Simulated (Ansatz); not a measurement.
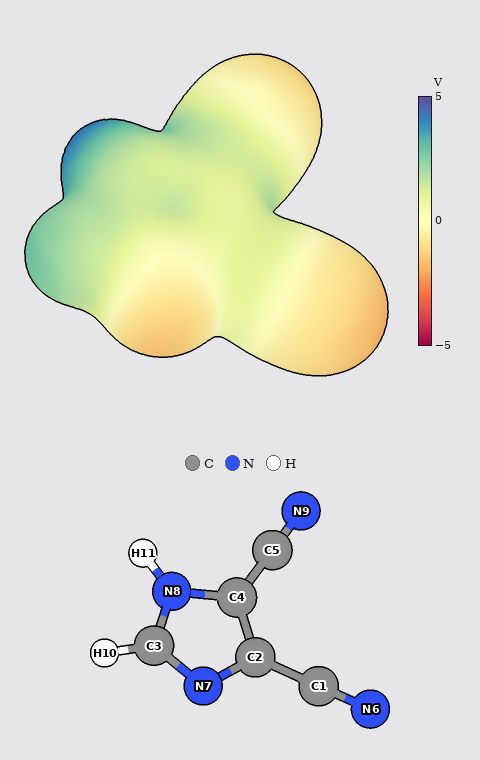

The picture shows: C5H2N4 (SMILES N#Cc1nc[nH]c1C#N). The molecular electrostatic potential painted on the density surface at 0.004 e/bohr³, seen at a tilt; red is negative and blue positive. The bare structure is drawn below in the same view.

Geometry: B3LYP-D3(BJ)/def2-SVP.

Method: isolated molecule in a Gaussian basis; Kohn-Sham density functional theory, functional PBE0 in Ansatz.

```yaml
atoms:
  - { symbol: C, position_ang: [-1.3559, -0.0574, -1.1222] }
  - { symbol: C, position_ang: [-0.9700, 0.9461, -0.1846] }
  - { symbol: C, position_ang: [-0.3954, 1.8364, 1.6752] }
  - { symbol: C, position_ang: [-0.7937, 2.3082, -0.4473] }
  - { symbol: C, position_ang: [-0.9309, 3.0672, -1.6342] }
  - { symbol: N, position_ang: [-1.6704, -0.8623, -1.8958] }
  - { symbol: N, position_ang: [-0.7171, 0.6834, 1.1349] }
  - { symbol: N, position_ang: [-0.4256, 2.8512, 0.7651] }
  - { symbol: N, position_ang: [-1.0406, 3.6996, -2.6023] }
  - { symbol: H, position_ang: [-0.1312, 1.9985, 2.7199] }
  - { symbol: H, position_ang: [-0.2187, 3.8302, 0.9310] }
```

### Describe the electrostatic potential map.

The most negative region (about −1.9 V, or −44 kcal/mol for a unit charge) lies over N6, the most positive (about +4.5 V, or +104 kcal/mol for a unit charge) over H11. N6 is the likeliest acceptor of a hydrogen bond.

### What dipole moment does the calculation give?

Its dipole moment is 7.30 D.
